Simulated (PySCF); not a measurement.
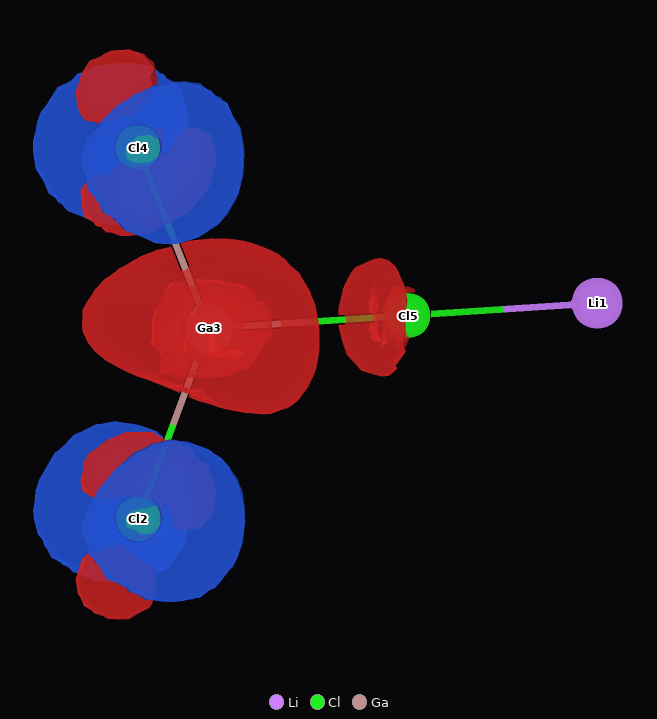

Cl₃GaLi, charge +1, SMILES `[Li+].Cl[Ga](Cl)Cl`. Unrelaxed difference density of S₂ less the ground state (CIS singlet states), ±0.03 e/Å³; red: gain, blue: loss.

Computed with PySCF, HF/def2-SVP, geometry: GFN2-xTB. The pair's geometry is semi-empirical, so its contact may be too short or too long. GFN2-xTB bond lengths at metals and heavier atoms can be off by up to 0.1 Å and shapes distorted, which carries into these values. Without diffuse functions Rydberg states are missing, so the states' numbers hold for this basis only.

The calculation's input:

```python
import numpy as np
from pyscf import gto, scf, dft, tdscf
from pyscf.scf import atom_ks, atom_hf
from scipy.linalg import block_diag

def solve(mol, dm0=None, hcore=None):
    mf = scf.UHF(mol) if mol.spin else scf.RHF(mol)
    mf = mf.density_fit(auxbasis='def2-universal-jkfit')
    mf.conv_tol, mf.max_cycle = 1e-8, 80
    if hcore is not None:
        mf.get_hcore = lambda *args: hcore
    mf.kernel(dm0)
    if not mf.converged:
        mf = mf.newton().run(mf.mo_coeff, mf.mo_occ, max_cycle=30)
    assert mf.converged, 'SCF not converged'
    return mf

mol = gto.M(atom='''
Li    -4.03109    -0.02014     0.00000
Cl     1.05395     1.91589     0.00000
Ga     0.28009     0.00067     0.00000
Cl     1.07759    -1.90421     0.00000
Cl    -1.93092    -0.00934     0.00000
''', basis='def2-svp', charge=1, spin=0, verbose=4)
mf = solve(mol)
td = mf.TDA()
td.nstates, td.singlet, td.conv_tol = 5, True, 1e-5
td.kernel()
td.analyze()
x, y = np.array([p[0] for p in td.xy]), np.array([p[1] + 0 * p[0] for p in td.xy])
f, mu = td.oscillator_strength(), td.transition_dipole()
nto = [td.get_nto(state=i + 1, verbose=4) for i in range(len(td.e))]
# spherically averaged free atoms, for the promolecule
atm = scf.atom_hf.get_atm_nrhf(mol)
pro = block_diag(*[(atm[a[0]][2] * atm[a[0]][3]) @ atm[a[0]][2].T for a in mol._atom])
np.savez('result.npz', e=td.e, f=f, ok=td.converged, w=[n[0] for n in nto], nto=[n[1] for n in nto], x=x, y=y, c=mf.mo_coeff, occ=mf.mo_occ, eps=mf.mo_energy, pro=pro, mu=mu)
```

Run with:

```sh
OMP_NUM_THREADS=1 python input.py
```

The run took 69 s on 1 thread of Arm Neoverse V1, with other jobs on the host, peak memory 0.27 GiB.

### How does the charge move on excitation?

0.76 e is displaced in all, of which about 0.5 e passes between atoms: Cl2 and Cl4 (0.27 e each) lose electrons and Ga3 (0.43 e) and Cl5 (0.09 e) gain them. The state: 7.80 eV (159 nm), f = 0.000 (dark), ligand-centred; the leading pair carries 94 %; hole on Cl2 and Cl4 (46 % each) and Ga3 (8 %), electron on Ga3 (51 %), Cl2 and Cl4 (19 % each) and Cl5 (9 %); their centroids lie 0.7 Å apart; S₁ lies within 0.1 eV of it.
